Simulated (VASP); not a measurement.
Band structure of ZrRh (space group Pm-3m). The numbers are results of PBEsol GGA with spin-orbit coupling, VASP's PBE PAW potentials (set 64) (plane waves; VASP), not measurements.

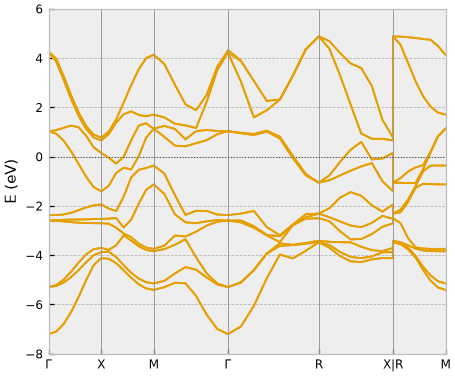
Figure. Bands along high-symmetry lines, zero at the valence-band maximum or, without a gap, the Fermi level

Task: Read the plot: is there a gap, and where are the band edges?

Result: It has no gap at this level: it comes out as a metal or semimetal.

The structure comes from a computed database's ZrRh entry (Pm-3m); how it stands against other phases isn't given here. It was relaxed first.
